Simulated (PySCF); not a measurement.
# B₂F₃H₃Si: NMR shifts at several levels of theory, part 2 of 2

PySCF 2.14.0. Atoms count from 0.

## Step 9: Nuclear shieldings: LC-wPBE/pcSseg-2

Job settings and geometry (Å):

```
{"job": {"kind": "nmr", "xc": "LC-wPBE", "basis": "pcSseg-2", "pop": false}, "charge": 0, "multiplicity": 1}
F     -2.337653     1.155829    -0.573419
B     -1.704202     0.000457    -0.490537
Si    -0.046145    -0.187049     0.681830
B      1.554817     0.289678    -0.477492
F      2.154428     1.463327    -0.430201
F      2.019060    -0.572690    -1.361514
H     -2.131284    -0.909912    -1.170575
H      0.096268    -1.615519     1.106376
H     -0.088683     0.699756     1.884715
```

Method: GIAO LC-wPBE/pcSseg-2 NMR shielding, non-relativistic, gas phase.

The log of the run:

```text
coarse grid: 8920 points
cycle   1  E = -640.3909766963  dE =  4.879e-01  |g| = 8.621e-01  |ddm| = 1.994e+00
cycle   2  E = -640.3964645436  dE = -5.488e-03  |g| = 1.004e+00  |ddm| = 7.046e-01
cycle   3  E = -640.5303704413  dE = -1.339e-01  |g| = 5.670e-02  |ddm| = 3.333e-01
cycle   4  E = -640.5313767909  dE = -1.006e-03  |g| = 2.916e-02  |ddm| = 7.317e-02
cycle   5  E = -640.5315563736  dE = -1.796e-04  |g| = 1.296e-02  |ddm| = 2.701e-02
cycle   6  E = -640.5315873294  dE = -3.096e-05  |g| = 2.273e-03  |ddm| = 7.956e-03
cycle   7  E = -640.5315905850  dE = -3.256e-06  |g| = 5.431e-04  |ddm| = 4.657e-03
final grid: 85272 points
cycle   8  E = -640.5390994539  dE = -2.017e-04  |g| = 7.809e-03  |ddm| = 3.927e-02
cycle   9  E = -640.5391006035  dE = -1.150e-06  |g| = 7.336e-03  |ddm| = 4.578e-03
cycle  10  E = -640.5391066330  dE = -6.029e-06  |g| = 8.540e-04  |ddm| = 2.298e-03
cycle  11  E = -640.5391067145  dE = -8.154e-08  |g| = 2.405e-04  |ddm| = 4.357e-04
cycle  12  E = -640.5391067226  dE = -8.023e-09  |g| = 7.132e-05  |ddm| = 1.682e-04
cycle  13  E = -640.5391067235  dE = -9.632e-10  |g| = 2.316e-05  |ddm| = 5.015e-05
converged SCF energy = -640.5391067235

GIAO shielding tensors (ppm)
atom      isotropic    diamagn.    paramagn.     s11        s22        s33       span
  0 F      112.912     464.689    -351.777   -159.968    -38.965    537.668    697.636
  1 B       17.878     192.471    -174.592    -83.876     50.395     87.117    170.993
  2 Si     466.432     880.139    -413.707    439.474    469.280    490.543     51.069
  3 B       65.795     196.009    -130.214     35.677     80.724     80.985     45.307
  4 F      202.394     465.645    -263.251    -16.591    276.302    347.472    364.063
  5 F      199.960     466.050    -266.090    -22.754    272.589    350.046    372.800
  6 H       24.488      28.575      -4.087     20.872     24.161     28.432      7.560
  7 H       27.791      28.602      -0.811     24.852     26.137     32.385      7.534
  8 H       28.134      28.729      -0.594     25.515     25.847     33.042      7.527
```

Wall time 58 s (1 thread of Arm Neoverse V1, shared host); peak memory 1.1 GiB.

This run: δ F0 90.7, F4 2.5, B1 81.1, B3 33.2, H6 6.83, H7 3.35 ppm (means over like atoms).

## Step 10: Nuclear shieldings: PBE0/6-31G

Settings changed since step 9:

```diff
@@ -1,2 +1,2 @@
-{"job": {"kind": "nmr", "xc": "LC-wPBE", "basis": "pcSseg-2", "pop": false}, "charge": 0, "multiplicity": 1}
+{"job": {"kind": "nmr", "xc": "PBE0", "basis": "6-31G", "pop": true}, "charge": 0, "multiplicity": 1}
 F     -2.337653     1.155829    -0.573419
```

Level: GIAO PBE0/6-31G NMR shielding, non-relativistic, gas phase.

The log of the run:

```text
coarse grid: 8920 points
cycle   1  E = -639.9523630546  dE =  5.411e-01  |g| = 7.739e-01  |ddm| = 2.708e+00
cycle   2  E = -639.7930448214  dE =  1.593e-01  |g| = 1.269e+00  |ddm| = 1.281e+00
cycle   3  E = -640.0623696711  dE = -2.693e-01  |g| = 6.125e-02  |ddm| = 7.972e-01
cycle   4  E = -640.0627883818  dE = -4.187e-04  |g| = 4.050e-02  |ddm| = 6.803e-02
cycle   5  E = -640.0630542527  dE = -2.659e-04  |g| = 2.378e-03  |ddm| = 2.369e-02
cycle   6  E = -640.0630558966  dE = -1.644e-06  |g| = 1.022e-03  |ddm| = 4.716e-03
final grid: 85272 points
cycle   7  E = -640.0517051025  dE = -1.262e-05  |g| = 2.749e-03  |ddm| = 1.288e-02
cycle   8  E = -640.0517052446  dE = -1.421e-07  |g| = 3.125e-03  |ddm| = 5.907e-03
cycle   9  E = -640.0517072291  dE = -1.985e-06  |g| = 6.862e-04  |ddm| = 2.630e-03
cycle  10  E = -640.0517073207  dE = -9.159e-08  |g| = 6.197e-05  |ddm| = 6.319e-04
cycle  11  E = -640.0517073216  dE = -8.517e-10  |g| = 3.420e-05  |ddm| = 9.417e-05
cycle  12  E = -640.0517073217  dE = -1.692e-10  |g| = 6.528e-06  |ddm| = 2.373e-05
converged SCF energy = -640.0517073217

GIAO shielding tensors (ppm)
atom      isotropic    diamagn.    paramagn.     s11        s22        s33       span
  0 F       80.925     469.662    -388.737   -211.308    -80.757    534.838    746.146
  1 B       39.532     194.910    -155.378    -50.258     70.445     98.409    148.667
  2 Si     539.728     883.976    -344.248    518.995    540.007    560.182     41.187
  3 B       80.480     198.074    -117.594     50.724     93.274     97.440     46.715
  4 F      178.447     472.077    -293.630    -58.870    252.262    341.949    400.819
  5 F      176.611     472.712    -296.101    -61.816    247.673    343.977    405.793
  6 H       24.679      28.611      -3.932     20.361     24.592     29.083      8.722
  7 H       29.368      29.140       0.227     26.368     27.431     34.304      7.936
  8 H       29.604      29.170       0.434     26.672     27.079     35.062      8.389
```

Wall time 4.8 s (1 thread of Arm Neoverse V1, shared host); peak memory 0.39 GiB.

Key values: δ F0 96.4, F4 -0.2, B1 73.6, B3 32.7, H6 7.93, H7 3.13 ppm (means over like atoms).

## Step 11: Nuclear shieldings: PBE0/STO-3G

Settings changed since step 10:

```diff
@@ -1,2 +1,2 @@
-{"job": {"kind": "nmr", "xc": "PBE0", "basis": "6-31G", "pop": true}, "charge": 0, "multiplicity": 1}
+{"job": {"kind": "nmr", "xc": "PBE0", "basis": "STO-3G", "pop": true}, "charge": 0, "multiplicity": 1}
 F     -2.337653     1.155829    -0.573419
```

Method: GIAO PBE0/STO-3G NMR shielding, non-relativistic, gas phase.

The log of the run:

```text
coarse grid: 8920 points
cycle   1  E = -631.8633020585  dE =  2.579e-01  |g| = 5.750e-01  |ddm| = 3.560e+00
cycle   2  E = -631.7558806098  dE =  1.074e-01  |g| = 9.058e-01  |ddm| = 1.776e+00
cycle   3  E = -631.9924085681  dE = -2.365e-01  |g| = 7.609e-02  |ddm| = 9.873e-01
cycle   4  E = -631.9941189329  dE = -1.710e-03  |g| = 2.507e-02  |ddm| = 1.185e-01
cycle   5  E = -631.9943259510  dE = -2.070e-04  |g| = 2.738e-03  |ddm| = 3.304e-02
cycle   6  E = -631.9943287424  dE = -2.791e-06  |g| = 1.074e-03  |ddm| = 5.819e-03
final grid: 85272 points
cycle   7  E = -631.9467951121  dE = -4.843e-06  |g| = 3.055e-03  |ddm| = 1.254e-02
cycle   8  E = -631.9467953412  dE = -2.292e-07  |g| = 3.067e-03  |ddm| = 8.671e-03
cycle   9  E = -631.9467984452  dE = -3.104e-06  |g| = 4.460e-04  |ddm| = 4.294e-03
cycle  10  E = -631.9467985166  dE = -7.137e-08  |g| = 4.853e-05  |ddm| = 6.927e-04
cycle  11  E = -631.9467985173  dE = -7.341e-10  |g| = 1.947e-05  |ddm| = 8.695e-05
converged SCF energy = -631.9467985173

GIAO shielding tensors (ppm)
atom      isotropic    diamagn.    paramagn.     s11        s22        s33       span
  0 F      143.115     452.040    -308.925   -203.392    -12.141    644.879    848.271
  1 B       56.226     201.723    -145.497    -20.325     65.396    123.607    143.932
  2 Si     621.822     872.376    -250.553    615.284    619.895    630.288     15.004
  3 B       96.994     206.252    -109.258     75.769    100.588    114.625     38.856
  4 F      249.031     453.072    -204.041     15.723    186.738    544.631    528.908
  5 F      246.238     453.512    -207.275      9.983    182.174    546.556    536.572
  6 H       25.859      30.699      -4.840     21.076     27.002     29.501      8.425
  7 H       30.886      31.700      -0.814     27.688     28.370     36.602      8.914
  8 H       31.021      31.616      -0.595     27.908     28.190     36.966      9.058
```

It took 2.6 s on 1 thread of Arm Neoverse V1, shared host; peak memory 0.38 GiB.

In short: δ F0 161.3, F4 56.8, B1 72.5, B3 31.8, H6 6.75, H7 1.65 ppm (means over like atoms).

## Step 12: Comparing the runs: NMR shifts

Shifts (ppm), means over like atoms, with basis size and wall time:

| run | H6 | H7 | F0 | F4 | B1 | B3 | Si2 | functions | time |
| --- | --- | --- | --- | --- | --- | --- | --- | --- | --- |
| PBE0/pcSseg-2 | 6.97 | 3.41 | 69.8 | -17.5 | 78.4 | 32.5 | -123.2 | 265 | 37 s |
| mPW1PW91/pcSseg-2 | 6.91 | 3.38 | 67.3 | -17.9 | 77.8 | 32.6 | -122.0 | 265 | 42 s |
| WP04/pcSseg-2 | 6.08 | 2.98 | 25.2 | -38.9 | 75.1 | 33.9 | -106.0 | 265 | 36 s |
| B97-2/pcSseg-2 | 6.82 | 3.31 | 56.0 | -24.4 | 74.4 | 31.2 | -119.9 | 265 | 33 s |
| BHandHLYP/pcSseg-2 | 6.58 | 3.27 | 59.3 | -14.8 | 77.6 | 33.7 | -116.2 | 265 | 28 s |
| CAM-B3LYP/pcSseg-2 | 6.83 | 3.35 | 76.7 | -11.5 | 81.3 | 33.6 | -122.4 | 265 | 55 s |
| wB97X-D/pcSseg-2 | 6.73 | 3.37 | 64.3 | -16.3 | 75.2 | 31.7 | -122.0 | 265 | 54 s |
| LC-wPBE/pcSseg-2 | 6.83 | 3.35 | 90.7 | 2.5 | 81.1 | 33.2 | -119.8 | 265 | 58 s |
| PBE0/6-31G | 7.93 | 3.13 | 96.4 | -0.2 | 73.6 | 32.7 | -95.0 | 64 | 4.8 s |
| PBE0/STO-3G | 6.75 | 1.65 | 161.3 | 56.8 | 72.5 | 31.8 | -104.2 | 37 | 2.6 s |

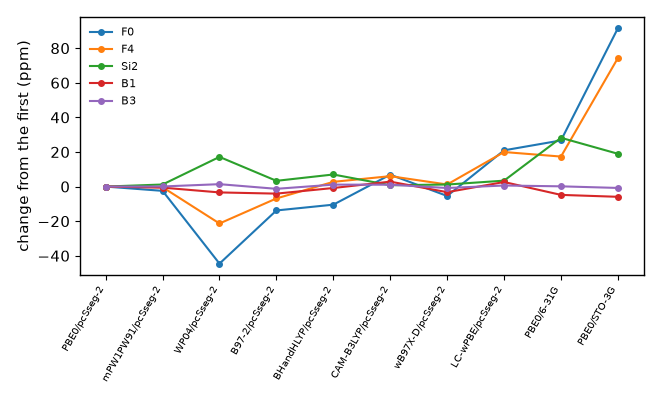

How five of the tabulated atoms move from run to run.

## Step 13: Results

This closing draws on all 2 parts.

```
                                                                 quantity                                             value
   1H shifts against TMS (PBE0/pcSseg-2, means over atoms taken as alike)                                    6.97, 3.41 ppm
19F shifts against CFCl3 (PBE0/pcSseg-2, means over atoms taken as alike)                                   69.8, -17.5 ppm
                              11B shifts against BF3·OEt2 (PBE0/pcSseg-2)                                    78.4, 32.5 ppm
                                  29Si shifts against TMS (PBE0/pcSseg-2)                                        -123.2 ppm
                           range of the shift of F0 (minimal bases aside)                                  25.2 to 96.4 ppm
                                            property runs in this session  10, of which 0 failed and 1 gave unsound results
```

**Reading.** Single values in the summary come from the first sound run of each kind (PBE0/pcSseg-2), which need not be the best level. At PBE0/pcSseg-2: Shielding is most anisotropic at F0 (span 685 ppm, paramagnetic term -359 ppm). Leaving out the minimal-basis runs, which are unusable for shieldings: In ppm, F0 moves most: its shift spreads over 71.2 ppm, from 25.2 (WP04/pcSseg-2) to 96.4 (PBE0/6-31G).
